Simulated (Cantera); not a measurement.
Charge: 1 mol HMDSO, a varied amount of H2O, held at 1000 °C and 1330 Pa.

These are equilibrium values from Cantera (NASA tables, ideal gas, pure condensed phases), not measurements of a reactor. Candidate condensed phases: C, C6H6, C7H8, C8H18, H2O, Si, SiC, SiO2; 123 gas species. The feed counts by its element totals alone. Mutual solubility and eutectic melting of coexisting phases are not modelled. The tables hold silica as quartz up to 1696 K and as liquid above; real silica turns to tridymite and cristobalite and melts near 1996 K. Rates play no part.

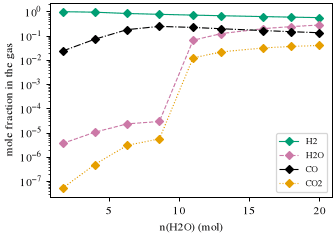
*Equilibrium gas composition (values under 1e-9 drawn at 1e-9)*

At 1.7 mol H2O the condensed part is C(graphite) + SiC(s) + SiO2(β-quartz). From 4 mol H2O to 8.6 mol H2O the condensed part is C(graphite) + SiO2(β-quartz). From 11 mol H2O to 20 mol H2O the condensed part is SiO2(β-quartz).
